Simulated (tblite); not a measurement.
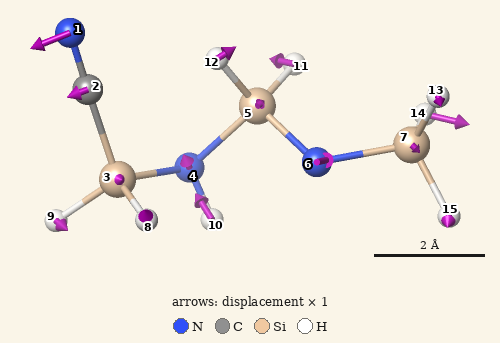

This is a relaxation of CH$_{8}$N$_{3}$Si$_{3}$ (charge −1). The starting structure is drawn; purple arrows show the displacements, at their true length. The two geometries are superimposed by the best rigid fit.

The picture is a ball-and-stick view, seen from a free direction.

Theory: GFN2-xTB geometry optimisation, gas phase in tblite. 

Q: Describe the change and its energy.

A: The atom that moves furthest after the best rigid fit is H14 (0.88 Å). By element the largest moves are H 0.88 Å, N 0.79 Å, C 0.42 Å, Si 0.21 Å. Near-neighbour distances that change, for instance: Si5–N6 1.773 → 1.659 Å, N6–Si7 1.784 → 1.675 Å, Si3–N4 1.793 → 1.686 Å, C2–Si3 1.823 → 1.876 Å. Among the angles between lasting bonds that change: Si5–N6–Si7 113.3° → 136.0°, Si3–N4–Si5 108.8° → 124.7°, N6–Si5–H12 107.3° → 121.0°. Groups turn about Si5–N6 by about 50°, N6–Si7 by about 40°. After 115 geometry steps the energy has fallen by 27.7 kcal/mol.
